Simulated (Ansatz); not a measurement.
# Al2GaH+ (quartet): inputs that go wrong

3 inputs are run for Al2GaH+ (quartet) as typed; the log has to tell whether the result can be used and what must change.

Program: Ansatz 0.2.0, Gaussian basis. Level of theory: the settings change from run to run. These are calculated values, not measurements.

34 further runs of the same task are left out: 2 for a known fault of the program, 16 that didn't finish, 16 set aside as unsound or not needed. Runs told in other sessions of the task aren't counted.

## Step 1: The system

The geometry is a PBE0/def2-TZVP stationary point (not a proven minimum) of the parent state, kept for this charge and spin. No spin-orbit coupling is included. The filled d shell of Ga may be among the frozen orbitals whatever the setting's name suggests.

4 atoms, charge 1, spin multiplicity 4.

Atoms are counted from 1 here; the program's logs count them from 0.

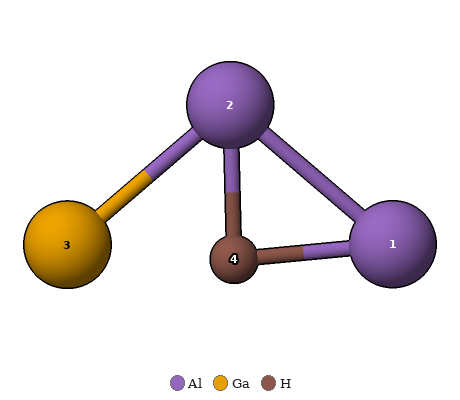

The structure; aluminium purple, gallium amber, hydrogen brown; atoms are numbered from 1 in the order of the file.

Geometry (Å):

```
Al    0.00000    0.65158    2.58054
Al    0.00000   -1.24209    0.82111
Ga    0.00000    0.21954   -1.32586
H     0.00000    0.62061    0.65612
```

## Step 2: Input 1

Contents of in.yaml:

```yaml
crystal:
  periodic: [false, false, false]
  atoms:
    - {symbol: Al, position_ang: [0.000000, 0.651584, 2.580537]}
    - {symbol: Al, position_ang: [0.000000, -1.242085, 0.821113]}
    - {symbol: Ga, position_ang: [0.000000, 0.219542, -1.325862]}
    - {symbol: H, position_ang: [0.000000, 0.620606, 0.656125]}
basis:
  gaussian: {orbitals: cc-pVDZ}
total_charge: 1
magnetization: {spin_polarized: false, initial_magnetization: 3}
correlation: {method: ccsd_t, frozen_orbitals: {Al: 0}}
accuracy: high
scf: {omitted_lower_state_checks: [cluster_reference]}
output: {forces: true}
```

The run is started by

```sh
$ ansatz run in.yaml --threads 1 --pin off --events-out ev --progress --plain --max-ram 2393MiB
```

What it wrote:

```text
Functional definition: HF
  name "HF"
  cite "Fock, Z. Phys. 61, 126 (1930) doi:10.1007/BF01340294"
  parent pbe
  exchange = exact_x
  correlation = 0
these checks for a lower state are left out or cut short: cluster_reference
Error: "frozen_orbitals" has no count for Ga
```

Run time: 0.03 s. Hardware: 1 thread of Arm Neoverse V1, shared host.

Diagnosis: The run was refused. The frozen-orbital counts are incomplete or too large. Fix: leave frozen_orbitals out, or give each element a count that its core has.

## Step 3: Input 2

Contents of in.yaml:

```yaml
crystal:
  periodic: [false, false, false]
  atoms:
    - {symbol: Al, position_ang: [0.000000, 0.651584, 2.580537]}
    - {symbol: Al, position_ang: [0.000000, -1.242085, 0.821113]}
    - {symbol: Ga, position_ang: [0.000000, 0.219542, -1.325862]}
    - {symbol: H, position_ang: [0.000000, 0.620606, 0.656125]}
basis:
  gaussian: {orbitals: cc-pVDZ}
total_charge: 1
magnetization: {spin_polarized: false, initial_magnetization: 3}
correlation: {method: sc_nevpt2, electrons: outside_noble_gas, active_space: {window: {electrons: 5, orbitals: 5}, states: [{multiplicity: 4, irrep: T2g, weights: [1]}]}}
```

Same command.

What it wrote:

```text
Functional definition: HF
  name "HF"
  cite "Fock, Z. Phys. 61, 126 (1930) doi:10.1007/BF01340294"
  parent pbe
  exchange = exact_x
  correlation = 0
the irreps are read with x along [0.000, 1.000, 0.000], y along [0.000, 0.000, 1.000] and z along [1.000, 0.000, 0.000] of the geometry given
1342 factors; integrals over basis functions are off by at most 1.9e-7 eV
mean field evaluation 1: about -65504.7834 eV, gradient 9.3e0 eV
mean field evaluation 2: about -65504.7915 eV, gradient 9.3e0 eV
mean field evaluation 4: about -65505.8106 eV, gradient 2.0e0 eV
mean field evaluation 8: about -65506.0277 eV, gradient 1.8e-1 eV
mean field evaluation 16: about -65506.0393 eV, gradient 2.1e-6 eV
mean field evaluation 32: about -65505.9356 eV, gradient 5.2e-5 eV
mean field evaluation 64: about -65506.0380 eV, gradient 1.3e-1 eV
mean field -65506.03930417 eV, -2407.3025428401 hartree, gradient 2.1e-6 eV, S^2 3.750000; 10 other end points of the search recorded, 0 dependent functions left out
reference -65506.03930417 eV, -2407.3025428401 hartree; 30, 27 occupied and 38, 41 virtual orbitals, 1342 factors
Error: the irrep T2g is not accepted for these orbitals, which take A', A'', or 1 to 2
```

Run time: 9 s. Hardware: 1 thread of Arm Neoverse V1, shared host.

**Diagnosis.** The run stopped with an error. The symmetry label isn't among those of the (sub)group in which the program labels its orbitals. Cure: name an irrep that the log lists.

## Step 4: Input 3

Contents of in.yaml:

```yaml
crystal:
  periodic: [false, false, false]
  atoms:
    - {symbol: Al, position_ang: [0.000000, 0.651584, 2.580537]}
    - {symbol: Al, position_ang: [0.000000, -1.242085, 0.821113]}
    - {symbol: Ga, position_ang: [0.000000, 0.219542, -1.325862]}
    - {symbol: H, position_ang: [0.000000, 0.620606, 0.656125]}
basis:
  gaussian: {orbitals: cc-pVDZ}
total_charge: 1
magnetization: {spin_polarized: false, initial_magnetization: 3}
correlation: {method: fic_mrcisd_q, electrons: outside_noble_gas, active_space: {window: {electrons: 5, orbitals: 5}, states: [{multiplicity: 4, weights: [0]}]}}
```

Launched as before.

What it wrote:

```text
Error: set 0 asks for 1 states and needs as many positive weights; it has [0.0]
```

Run time: 0.03 s. Hardware: 1 thread of Arm Neoverse V1, shared host.

Diagnosis: The run was refused. The list of states asked for (weights, spin or count) can't be met. To mend it, mend what the message names.

## Step 5: How the runs ended

```csv
input,level,ended,cause,time
1,CCSD(T) on ROHF/cc-pVDZ,refused,the frozen-orbital counts are incomplete or too large,0.03 s
2,"NEVPT2(5,5)/cc-pVDZ",stopped by an error,the symmetry label isn't among those of the (sub)group in which the program labels its orbitals,9 s
3,"MRCISD+Q(5,5)/cc-pVDZ",refused,"the list of states asked for (weights, spin or count) can't be met",0.03 s
```

2 refused, 1 stopped by an error.
